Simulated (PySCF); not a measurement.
# AsOH2: relaxation and vibrations of the doublet

Where does doublet AsOH2 go from a trigonal planar start, is the end point a minimum, and what are its modes, charges and moments?

The runs use PySCF 2.14.0; PBE0, basis As def2-TZVP, O def2-TZVP, H def2-TZVP, no relativity, density fitting.

**1. The starting structure**

4 atoms, charge 0, spin multiplicity 2.

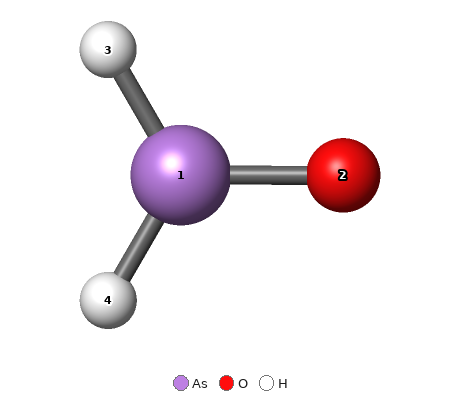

As it starts; arsenic purple, oxygen red, hydrogen white; atoms are numbered from 1 in the order of the file.

Z-matrix (Å, degrees; charge 0 multiplicity 2):
```
As
O  1 1.7100
H  1 1.5300 2 120.00
H  1 1.5300 2 120.00 3 180.00
```

**2. The SCF at the typed geometry**

One driver script runs all steps and calls PySCF; scf.py shows how it sets up the SCF of each step. The optimiser is the driver's own. After this first run the driver tries any further starts and a stability analysis.

Input file scf.py:

```python
from pyscf import gto, scf, dft
mol = gto.M(atom='''
As     0.277720    -0.000000     0.000000
O     -1.432280     0.000000     0.000000
H      1.042720    -1.325020     0.000000
H      1.042710     1.325010     0.000000''',
    basis={'As': 'def2-TZVP', 'O': 'def2-TZVP', 'H': 'def2-TZVP'},
    charge=0, spin=1)
mf = dft.UKS(mol, xc='PBE0')
mf.grids.atom_grid = (50, 194)
aux = {'As': 'def2-universal-JKFIT', 'O': 'def2-universal-JKFIT', 'H': 'def2-universal-JKFIT'}
mf = mf.density_fit(auxbasis=aux)
mf.conv_tol = 1e-08
mf.diis_space = 10
mf.max_cycle = 60
mf.init_guess = 'minao'
mf.verbose = 4
mf.kernel()
```

Command:

```sh
$ OMP_NUM_THREADS=4 python axn.py task.json out
```

The log of the run:

```text
init E= -2311.15515489492
[... the frontier-level lines of each cycle are left out ...]
cycle= 1 E= -2311.64329326453  delta_E= -0.488  |g|= 0.755  |ddm|= 1.32
cycle= 2 E= -2307.14280563997  delta_E=  4.5  |g|= 2.46  |ddm|= 4.27
cycle= 3 E= -2311.82660714914  delta_E= -4.68  |g|= 0.299  |ddm|= 4.21
cycle= 4 E= -2311.87184506392  delta_E= -0.0452  |g|= 0.157  |ddm|= 0.288
cycle= 5 E= -2311.87735405697  delta_E= -0.00551  |g|= 0.0269  |ddm|= 0.0764
cycle= 6 E= -2311.87776109809  delta_E= -0.000407  |g|= 0.0192  |ddm|= 0.0252
cycle= 7 E= -2311.87802904789  delta_E= -0.000268  |g|= 0.0059  |ddm|= 0.0237
cycle= 8 E= -2311.87807167682  delta_E= -4.26e-05  |g|= 0.00237  |ddm|= 0.0121
cycle= 9 E= -2311.87807687397  delta_E= -5.2e-06  |g|= 0.000552  |ddm|= 0.00441
cycle= 10 E= -2311.87807721818  delta_E= -3.44e-07  |g|= 0.000101  |ddm|= 0.00118
cycle= 11 E= -2311.87807723825  delta_E= -2.01e-08  |g|= 3.68e-05  |ddm|= 0.000349
cycle= 12 E= -2311.87807723995  delta_E= -1.7e-09  |g|= 1.11e-05  |ddm|= 8.04e-05
Extra cycle  E= -2311.87807723993  delta_E= 2.27e-11  |g|= 2.04e-05  |ddm|= 2.44e-05
converged SCF energy = -2311.87807723993  <S^2> = 0.7572717  2S+1 = 2.0072585
```

This step, with its further starts and checks, took 3.4 s on 4 threads of Arm Neoverse V2, shared host.

The test of internal stability found no lower solution of this spin.

**3. Relaxation: trigonal planar start, doublet**

The program finds C2v symmetry in the start, which this walk keeps.

scf.py, as its differences from that of step 2:

```diff
@@ -3,4 +3,4 @@
-As     0.277720    -0.000000     0.000000
-O     -1.432280     0.000000     0.000000
-H      1.042720    -1.325020     0.000000
-H      1.042710     1.325010     0.000000''',
+As     0.277722     0.000000     0.000000
+O     -1.432278    -0.000001     0.000000
+H      1.042718    -1.325015     0.000000
+H      1.042717     1.325015     0.000000''',
@@ -16 +15,0 @@
-mf.init_guess = 'minao'
```

The optimiser's trace:

```tsv
step	energy (Eh)	change (kJ/mol)	largest symmetric gradient (Eh/bohr)
0	-2311.878077	0.00	0.05067
1	-2311.882839	-12.50	0.02285
2	-2311.883511	-14.27	0.00334
3	-2311.883536	-14.33	0.00049
4	-2311.883537	-14.33	0.00002
```

The walk took 5.7 s.

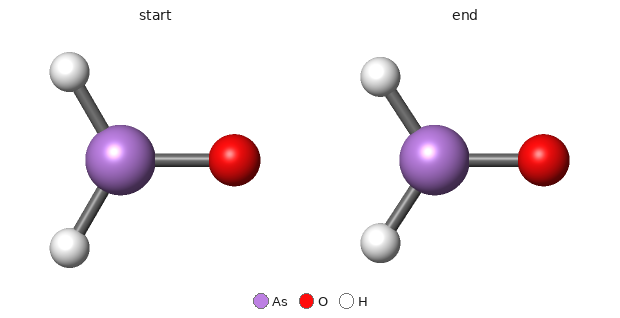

The geometry along the walk, at one scale.

End point (C2v, 4 steps, 14.3 kJ/mol gained): As–H 1.493 Å (×2), As–O 1.637 Å; H–As–H 114.0°, H–As–O 123.0° (×2).

**4. Hessian and properties**

The point is checked on the finer grid, and tightened if its gradient asks for it. The Hessian and the dipole derivatives come from central differences of analytic gradients, with steps of 0.02 bohr.

scf.py, as its differences from that of step 3:

```diff
@@ -3,4 +3,4 @@
-As     0.277722     0.000000     0.000000
-O     -1.432278    -0.000001     0.000000
-H      1.042718    -1.325015     0.000000
-H      1.042717     1.325015     0.000000''',
+As     0.264029     0.000000     0.000000
+O     -1.372751    -0.000001     0.000000
+H      1.077132    -1.251677     0.000000
+H      1.077131     1.251678     0.000000''',
@@ -10 +10 @@
-mf.grids.atom_grid = (50, 194)
+mf.grids.atom_grid = (75, 302)
@@ -13 +13 @@
-mf.conv_tol = 1e-08
+mf.conv_tol = 1e-10
```

The driver hands on the density of the step before, so the log starts near convergence.

SCF at the final geometry:

```text
init E= -2311.88348258443
[... the frontier-level lines of each cycle are left out ...]
cycle= 1 E= -2311.88348258443  delta_E= 8.19e-12  |g|= 6.87e-06  |ddm|= 5.32e-06
Extra cycle  E= -2311.88348258432  delta_E= 1.1e-10  |g|= 1.73e-05  |ddm|= 1.33e-05
converged SCF energy = -2311.88348258432  <S^2> = 0.75652796  2S+1 = 2.0065173
```

The whole step took 29 s.

Geometry: C2v; As–H 1.493 Å (×2), As–O 1.637 Å; H–As–H 114.0°, H–As–O 123.0° (×2).

Modes, for the most abundant isotopes:

| symmetry | ω (cm⁻¹) | IR (km/mol) | type |
| --- | --- | --- | --- |
| b1 | 910i | 88.1 | bend |
| b2 | 608 | 13.1 | bend |
| a1 | 949 | 22.0 | bend |
| a1 | 959 | 26.9 | stretch |
| a1 | 2320 | 2.6 | stretch |
| b2 | 2354 | 18.7 | stretch |

With 1 mode imaginary (up to 910i cm⁻¹) this point is a saddle.

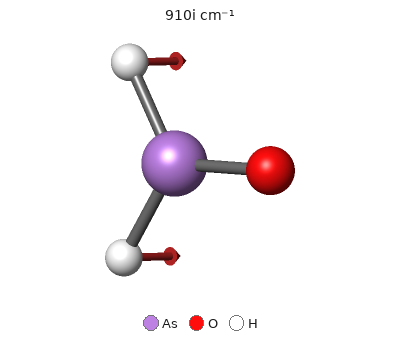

The imaginary mode, as arrows.

Properties at this point:

```yaml
Dipole_moment: 3.69 D
Highest_occupied_level: -6.03 eV
Lowest_empty_level: -2.52 eV
Rotational_constants: 5.338, 0.4471, 0.4126 cm⁻¹
Zero-point_energy_real_modes: 43.0 kJ/mol
Principal_polarisabilities: 25.9, 31.1, 39.6 bohr³
Atomisation_energy_without_zero-point_energy: 850 kJ/mol
Principal_traceless_quadrupole_moments_about_the_centre_of_mass: -3.58, -0.48, 4.06 D Å
Spin_squared_⟨S²⟩: 0.757
```

Charges (e) and bond orders:

```csv
atom,Mulliken,Löwdin,polar tensor,spin (Mulliken),Mayer order to As1
As1,0.27,0.38,0.45,0.75,–
O2,-0.50,-0.38,-0.46,0.33,1.80
"H3,4",0.12,0.00,0.01,-0.04,0.85
```

Outer orbital energies (eV). α occupied: -46.81, -26.77, -18.00, -12.61, -11.15, -10.32, -8.54, -6.03; empty: -1.47, 0.59, 2.08, 3.47. β occupied: -46.74, -46.71, -26.14, -17.33, -12.51, -10.90, -8.67, -8.31; empty: -2.52, -1.03, 0.81, 2.20.

Mulliken populations on As1: s 7.47, p 14.91, d 10.30, f 0.04.

**5. Following the imaginary mode**

The start is the last point, displaced along its most imaginary mode.

The program finds Cs symmetry in the start, which this walk keeps. Threshold on the gradient: 0.0003 Eh/bohr, with a further test on the energy change.

scf.py, as its differences from that of step 4:

```diff
@@ -3,4 +3,4 @@
-As     0.264029     0.000000     0.000000
-O     -1.372751    -0.000001     0.000000
-H      1.077132    -1.251677     0.000000
-H      1.077131     1.251678     0.000000''',
+As     0.264077     0.000000     0.004832
+O     -1.372703    -0.000001    -0.007512
+H      1.077180    -1.251677    -0.120000
+H      1.077179     1.251678    -0.120000''',
@@ -10 +10 @@
-mf.grids.atom_grid = (75, 302)
+mf.grids.atom_grid = (50, 194)
@@ -13 +13 @@
-mf.conv_tol = 1e-10
+mf.conv_tol = 1e-08
```

The optimiser's trace:

```tsv
step	energy (Eh)	change (kJ/mol)	largest symmetric gradient (Eh/bohr)
0	-2311.885221	0.00	0.01964
1	-2311.901147	-41.82	0.02388
2	-2311.901305	-42.23	0.03472
3	-2311.908354	-60.74	0.01020
4	-2311.908787	-61.87	0.00563
5	-2311.908990	-62.41	0.00037
6	-2311.908992	-62.41	0.00011
```

The walk took 9.4 s.

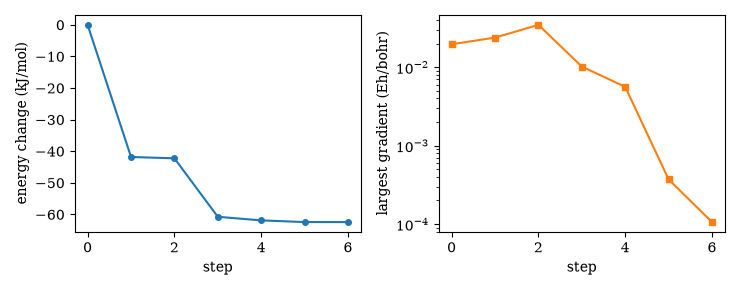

Energy and largest gradient along the walk.

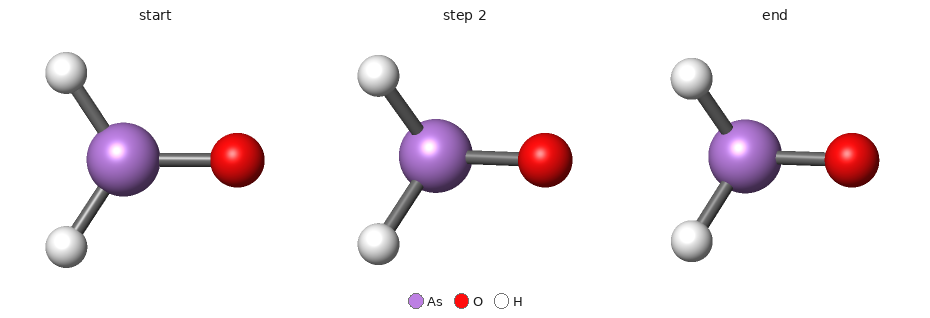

The geometry along the walk, at one scale.

It settles in Cs symmetry, 62.4 kJ/mol below the start, after 6 steps: As–H 1.526 Å (×2), As–O 1.669 Å; H–As–H 100.0°, H–As–O 107.5° (×2).

**6. Is it a minimum? Harmonic modes**

The same treatment as at the point before.

scf.py, as its differences from that of step 5:

```diff
@@ -3,4 +3,4 @@
-As     0.264077     0.000000     0.004832
-O     -1.372703    -0.000001    -0.007512
-H      1.077180    -1.251677    -0.120000
-H      1.077179     1.251678    -0.120000''',
+As     0.255237     0.000000     0.110743
+O     -1.316589    -0.000000    -0.450165
+H      0.979010    -1.169118    -0.550525
+H      0.979009     1.169119    -0.550525''',
@@ -10 +10 @@
-mf.grids.atom_grid = (50, 194)
+mf.grids.atom_grid = (75, 302)
@@ -13 +13 @@
-mf.conv_tol = 1e-08
+mf.conv_tol = 1e-10
```

SCF at the final geometry:

```text
init E= -2311.90897489671
[... the frontier-level lines of each cycle are left out ...]
cycle= 1 E= -2311.90897489671  delta_E= -5.46e-12  |g|= 2.97e-06  |ddm|= 2.78e-06
Extra cycle  E= -2311.9089748967  delta_E= 1.32e-11  |g|= 7.18e-06  |ddm|= 5.76e-06
converged SCF energy = -2311.9089748967  <S^2> = 0.75944778  2S+1 = 2.0094256
```

The whole step took 37 s on 4 threads of Arm Neoverse V2, shared host.

Geometry: Cs; As–H 1.526 Å (×2), As–O 1.669 Å; H–As–H 100.0°, H–As–O 107.5° (×2).

Harmonic modes (main isotopes):

```
symmetry  ω (cm⁻¹)  IR (km/mol)
      a'       535         28.7
     a''       725          9.8
      a'       873         12.2
      a'       979         37.7
      a'      2151         47.3
     a''      2186          113
```

All wavenumbers are real: a minimum.

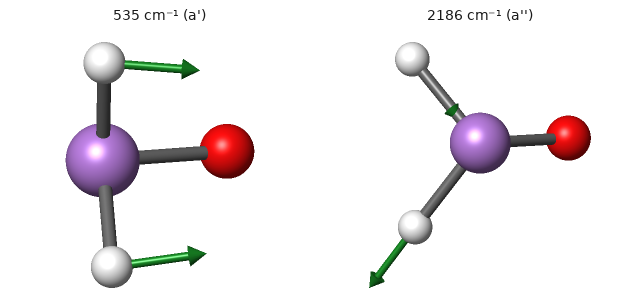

How the atoms move in 2 of the modes.

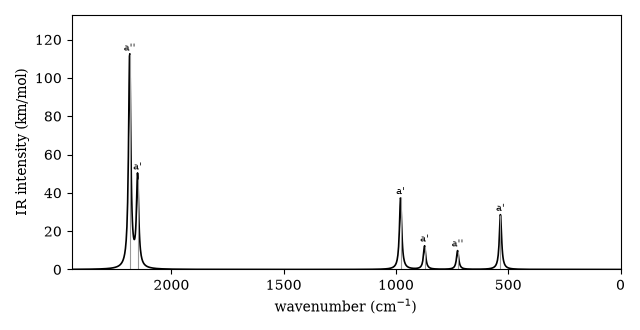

The harmonic infrared spectrum (widths in cm⁻¹). Lines are broadened to a width of 12 cm⁻¹ (Lorentzian).

Properties at this point:

```
Dipole moment                                                   : 2.94 D
Highest occupied level                                          : -7.62 eV
Lowest empty level                                              : -3.88 eV
Rotational constants                                            : 4.025, 0.4288, 0.4149 cm⁻¹
Zero-point energy                                               : 44.6 kJ/mol
Principal polarisabilities                                      : 27.5, 32.5, 42.4 bohr³
Atomisation energy without zero-point energy                    : 917 kJ/mol
Principal traceless quadrupole moments about the centre of mass : -3.85, 1.32, 2.53 D Å
Entropy at 298.15 K and 1 bar (electronic part: spin only)      : 260.9 J/(mol K)
Heat capacity Cp at 298.15 K                                    : 45.4 J/(mol K)
Enthalpy at 298.15 K above 0 K                                  : 10.97 kJ/mol
Rotational symmetry number                                      : 1
Spin squared ⟨S²⟩                                               : 0.759
```

Populations by atom (charges in e):

```
atom  Mulliken  Löwdin  polar tensor  spin (Mulliken)  Mayer order to As1
 As1      0.30    0.37          0.47             0.28                   –
  O2     -0.43   -0.32         -0.30             0.58                1.65
H3,4      0.07   -0.02         -0.09             0.07                0.89
```

Mulliken populations on As1: s 7.65, p 14.73, d 10.28, f 0.04.

**7. The points found, side by side**

| spin | group | bonds | imaginary modes (cm⁻¹) | ΔE (kJ/mol) | with zero-point energy |
| --- | --- | --- | --- | --- | --- |
| doublet | Cs | As–H 1.526 Å (×2), As–O 1.669 Å | none | 0.0 | 0.0 |
| doublet | C2v | As–H 1.493 Å (×2), As–O 1.637 Å | 910i | 66.9 | – |

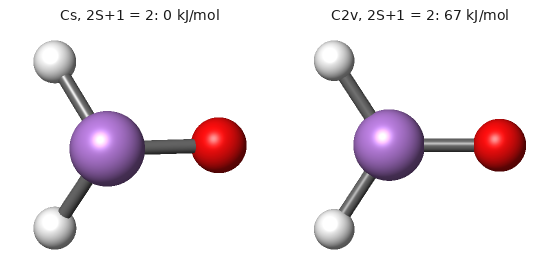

The points, lowest first (arsenic purple, oxygen red, hydrogen white).

**8. Results**

| quantity | value |
| --- | --- |
| minimum | doublet, Cs |
| geometry | As–H 1.526 Å (×2), As–O 1.669 Å; H–As–H 100.0°, H–As–O 107.5° (×2) |
| wavenumbers (cm⁻¹) | 535 (a'), 725 (a''), 873 (a'), 979 (a'), 2151 (a'), 2186 (a'') |
| dipole moment | 2.94 D |
| highest occupied, lowest empty level (either spin) | -7.62, -3.88 eV |
| polar-tensor charge of As1 | +0.47 e |
| zero-point energy | 44.6 kJ/mol |
| entropy at 298.15 K | 260.9 J/(mol K) |
| atomisation energy (no zero-point energy) | 917 kJ/mol |
| ⟨S²⟩ | 0.759 |

The trigonal planar start (C2v) ends in a minimum of Cs symmetry, after a stop at a saddle point 66.9 kJ/mol higher, from which it was pushed off along an imaginary mode. In the infrared the band at 2186 cm⁻¹ (a'', stretch) leads. Most of the spin sits on O2 (Mulliken spin 0.58, against 1 for the whole molecule). Other starts or spin states, not run here, may lie lower.

The search up to here took 85 s.
